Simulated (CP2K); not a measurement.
# GFN2-xTB run of CH8FPSi2 (SMILES C[Si@@H](F)[P@H][SiH3])

Aim: the vertical electron affinity of CH8FPSi2 at GFN2-xTB, from 2 runs. 

Program for the calculation: CP2K 2026.2.

2 further runs of the same task are left out: 2 set aside as unsound or not needed.

## Step 1: The system as given

CH8FPSi2: 13 atoms, total charge 0, spin state singlet. SMILES: `C[Si@@H](F)[P@H][SiH3]`. Geometry: relaxed at GFN2-xTB. This is one conformer, not always the lowest.

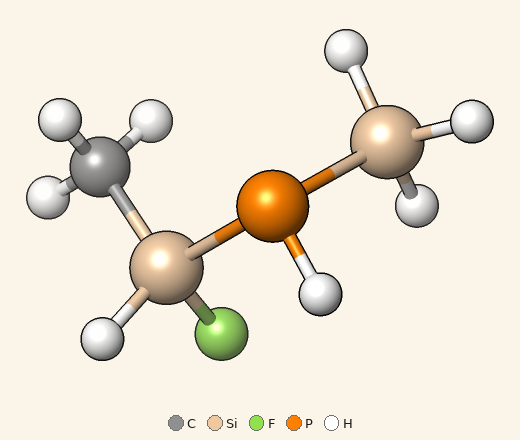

The structure, seen from a chosen angle (carbon grey, silicon light orange, fluorine green, phosphorus orange, hydrogen white).

## Step 2: Energy and forces at GFN2-xTB

File qs.inp:

```
&GLOBAL
  PROJECT_NAME qs
  RUN_TYPE ENERGY_FORCE
  PRINT_LEVEL MEDIUM
&END GLOBAL
&FORCE_EVAL
  METHOD QUICKSTEP
  &DFT
    &QS
      METHOD XTB
      EPS_DEFAULT 1.0E-10
      &XTB
        GFN_TYPE TBLITE
        &TBLITE
          METHOD GFN2
        &END TBLITE
        CHECK_ATOMIC_CHARGES F
      &END XTB
    &END QS
    &POISSON
      PERIODIC NONE
      POISSON_SOLVER ANALYTIC
    &END POISSON
    &SCF
      SCF_GUESS ATOMIC
      EPS_SCF 1.0E-07
      MAX_SCF 150
      ADDED_MOS 4
      &DIAGONALIZATION
        ALGORITHM STANDARD
      &END DIAGONALIZATION
      &MIXING
        METHOD DIRECT_P_MIXING
        ALPHA 0.4
      &END MIXING
      &SMEAR ON
        METHOD FERMI_DIRAC
        ELECTRONIC_TEMPERATURE [K] 300
      &END SMEAR
    &END SCF
    &PRINT
      &MOMENTS
        PERIODIC F
        REFERENCE COM
        MAX_MOMENT 1
      &END MOMENTS
      &MO ON
        ENERGIES T
        OCCUPATION_NUMBERS T
        NDIGITS 6
        &EACH
          QS_SCF 0
        &END EACH
        ADD_LAST NUMERIC
      &END MO
      &HIRSHFELD OFF
      &END HIRSHFELD
    &END PRINT
  &END DFT
  &SUBSYS
    &CELL
      ABC 14.7 15.4 14.7
      PERIODIC NONE
    &END CELL
    &COORD
      C      0.155100     1.460930     1.436620
      Si    -1.129550     0.689570     0.280580
      F     -1.000880     1.472490    -1.137060
      P     -0.793470    -1.507510     0.040290
      Si     1.103000    -1.548400    -1.141080
      H     -0.025550     2.524600     1.556570
      H      1.162720     1.336080     1.048370
      H      0.119260     1.002510     2.419490
      H     -2.515320     0.948110     0.654270
      H     -1.633440    -1.621520    -1.049670
      H      1.238710    -2.916810    -1.640760
      H      1.136870    -0.609230    -2.263200
      H      2.182550    -1.230810    -0.204420
    &END COORD
    &TOPOLOGY
      &CENTER_COORDINATES
      &END CENTER_COORDINATES
    &END TOPOLOGY
  &END SUBSYS
  &PRINT
    &FORCES ON
    &END FORCES
  &END PRINT
&END FORCE_EVAL
```

Started as:

```sh
OMP_NUM_THREADS=1 cp2k.psmp -i qs.inp > qs.out 2>&1
```

Output:

```text
CP2K| version string:                                       CP2K version 2026.2
[...]
 GLOBAL| Method name                                                        CP2K
[...]
 GLOBAL| Run type                                                   ENERGY_FORCE
[...]
                             - Atoms:                                         13
[...]
                             - Spherical basis functions:                     43
[...]
 Number of electrons:                                                         32
[...]
  *** SCF run converged in    20 steps ***
[...]
  Fermi energy:                                                -0.24481100849898
[...]
 TB_DIPOLE| Moment [Debye]          1.13340903       0.39296517       0.49046118
 TB_DIPOLE| Derivative [a.u.]       0.00000000       0.00000000       0.00000000
[...]
 ENERGY| Total FORCE_EVAL ( QS ) energy [hartree]            -16.991439950399553
 FORCES| Atomic forces [hartree/bohr]
 FORCES|   Atom     x               y               z               |f|
 FORCES|      1  2.44932227E-05  7.56164693E-05 -5.06535153E-05   9.42525702E-05
 FORCES|      2 -2.11280458E-04  1.17233979E-04 -4.52295211E-06   2.41668564E-04
 FORCES|      3  7.75126687E-05 -7.38406188E-05  3.23775288E-05   1.11843440E-04
 FORCES|      4  1.18059624E-04 -3.21157160E-06  8.14783144E-05   1.43482071E-04
 FORCES|      5 -9.57035561E-06 -1.23026273E-04 -6.74303377E-05   1.40619721E-04
 FORCES|      6 -3.14003381E-05 -5.16159510E-05  8.61347467E-06   6.10276952E-05
 FORCES|      7  3.55694210E-05  1.94425828E-05 -1.92372066E-05   4.48694535E-05
 FORCES|      8  1.82509368E-05 -4.25569863E-05  2.48334892E-05   5.25442287E-05
 FORCES|      9  1.08215774E-04 -2.52757119E-05 -9.97169997E-05   1.49308390E-04
 FORCES|     10 -5.32586088E-05 -5.15537058E-05 -3.71261449E-06   7.42162213E-05
 FORCES|     11 -4.05573321E-05  5.29862199E-05 -3.54556784E-05   7.55615101E-05
 FORCES|     12 -5.89647475E-05  1.34529627E-04  5.00523614E-05   1.55178287E-04
 FORCES|     13  2.29301929E-05 -2.87280599E-05  8.33741359E-05   9.11171867E-05
[...]
```

Wall time 0.24 s (1 thread of Arm Neoverse V2, shared host).

## Step 3: The doublet anion

File calc.inp:

```
&GLOBAL
    PROJECT calc
    RUN_TYPE ENERGY_FORCE
    PRINT_LEVEL MEDIUM
&END GLOBAL
&FORCE_EVAL
    METHOD QUICKSTEP
    &DFT
        CHARGE -1
        MULTIPLICITY 2
        SPIN_POLARIZED T
        ! Quickstep
        &QS
            METHOD XTB
            EPS_DEFAULT 1.0E-10
            &XTB
                GFN_TYPE TBLITE
                &TBLITE
                    METHOD GFN2
                &END TBLITE
                CHECK_ATOMIC_CHARGES F
            &END XTB
        &END QS
        ! no periodic images
        &POISSON
            PERIODIC NONE
            POISSON_SOLVER ANALYTIC
        &END POISSON
        &SCF
            SCF_GUESS ATOMIC
            EPS_SCF 1.0E-07
            MAX_SCF 150
            ADDED_MOS 8
            &DIAGONALIZATION
                ALGORITHM STANDARD
            &END DIAGONALIZATION
            &MIXING
                METHOD DIRECT_P_MIXING
                ALPHA 0.4
            &END MIXING
        &END SCF
        ! extra output
        &PRINT
            &MOMENTS
                PERIODIC F
                REFERENCE COM
                MAX_MOMENT 1
            &END MOMENTS
            &MO ON
                ENERGIES T
                OCCUPATION_NUMBERS T
                NDIGITS 6
                &EACH
                    QS_SCF 0
                &END EACH
                ADD_LAST NUMERIC
            &END MO
            &HIRSHFELD OFF
            &END HIRSHFELD
        &END PRINT
    &END DFT
    &SUBSYS
        &CELL
            ABC 14.7 15.4 14.7
            PERIODIC NONE
        &END CELL
        &COORD
            C      0.155100     1.460930     1.436620
            Si    -1.129550     0.689570     0.280580
            F     -1.000880     1.472490    -1.137060
            P     -0.793470    -1.507510     0.040290
            Si     1.103000    -1.548400    -1.141080
            H     -0.025550     2.524600     1.556570
            H      1.162720     1.336080     1.048370
            H      0.119260     1.002510     2.419490
            H     -2.515320     0.948110     0.654270
            H     -1.633440    -1.621520    -1.049670
            H      1.238710    -2.916810    -1.640760
            H      1.136870    -0.609230    -2.263200
            H      2.182550    -1.230810    -0.204420
        &END COORD
        &TOPOLOGY
            &CENTER_COORDINATES
            &END CENTER_COORDINATES
        &END TOPOLOGY
    &END SUBSYS
    ! extra output
    &PRINT
        &FORCES ON
        &END FORCES
    &END PRINT
&END FORCE_EVAL
```

Started as:

```sh
OMP_NUM_THREADS=1 cp2k.psmp calc.inp > calc.out
```

Output:

```text
CP2K| version string:                                       CP2K version 2026.2
[...]
 GLOBAL| Method name                                                        CP2K
[...]
 GLOBAL| Run type                                                   ENERGY_FORCE
[...]
                             - Atoms:                                         13
[...]
                             - Spherical basis functions:                     43
[...]
 Number of electrons:                                                         17
[...]
  *** SCF run converged in    25 steps ***
[...]
  Fermi energy:                                                -0.02836802813412
[...]
 TB_DIPOLE| Moment [Debye]          0.52147718       3.17225857       0.13879644
 TB_DIPOLE| Derivative [a.u.]       0.00000000       0.00000000       0.00000000
[...]
 ENERGY| Total FORCE_EVAL ( QS ) energy [hartree]            -17.113457018041519
 FORCES| Atomic forces [hartree/bohr]
 FORCES|   Atom     x               y               z               |f|
 FORCES|      1  4.61892626E-05  1.97651628E-03  1.25793345E-03   2.34331957E-03
 FORCES|      2 -4.57598492E-03 -3.43185966E-02  9.33530154E-03   3.58588004E-02
 FORCES|      3 -8.97075416E-04  7.14637124E-03 -8.39698323E-03   1.10627616E-02
 FORCES|      4 -4.41391778E-04  1.72126225E-02  3.35477675E-02   3.77083798E-02
 FORCES|      5  4.89153494E-04 -1.17550144E-02 -2.56277551E-02   2.81993168E-02
 FORCES|      6 -6.65042128E-04  1.44616866E-03  4.25663481E-04   1.64768754E-03
 FORCES|      7 -8.67003075E-04 -5.04571009E-04 -2.22047576E-04   1.02741976E-03
 FORCES|      8 -1.18490955E-04 -5.45172932E-04 -3.80810802E-04   6.75477979E-04
 FORCES|      9 -4.31398543E-03  1.35410113E-02 -7.85294431E-04   1.42332760E-02
 FORCES|     10 -2.79049345E-03  5.34637443E-03 -1.21433404E-02   1.35584398E-02
 FORCES|     11  8.68244719E-03 -4.81667853E-04 -1.98948455E-03   8.92047879E-03
 FORCES|     12  3.96066805E-03 -1.38644014E-04 -4.98069189E-04   3.99426921E-03
 FORCES|     13  1.49100916E-03  1.07460234E-03  5.47711926E-03   5.77725834E-03
[...]
```

It took 0.3 s on 1 thread of Arm Neoverse V2, shared host.

## Step 4: Results

At GFN2-xTB:

| quantity | value |
| --- | --- |
| singlet CH8FPSi2: total energy | -16.99144 Eh |
| singlet CH8FPSi2: dipole moment (from atomic charges alone) | 1.30 D |
| singlet CH8FPSi2: HOMO energy | -10.18 eV |
| singlet CH8FPSi2: LUMO energy | -5.78 eV |
| singlet CH8FPSi2: HOMO–LUMO gap | 4.40 eV |
| singlet CH8FPSi2: largest force on an atom | 0.012 eV/Å |
| doublet anion: total energy | -17.11346 Eh |
| doublet anion: HOMO energy (highest over α and β) | -0.88 eV |
| doublet anion: LUMO energy (lowest over α and β) | -0.65 eV |
| doublet anion: largest force on an atom | 1.939 eV/Å |
| vertical electron affinity (to the doublet anion) | 3.320 eV |

What this shows: At fixed nuclei the extra electron is bound by 3.32 eV (320 kJ/mol). A minimal valence basis can't be trusted even for the sign of an electron affinity. xTB total energies overstate such differences by several eV unless an empirical shift is taken off; none is applied here. The dipole (singlet CH8FPSi2) comes from point charges on the atoms alone, without atomic dipoles, so it is partial.
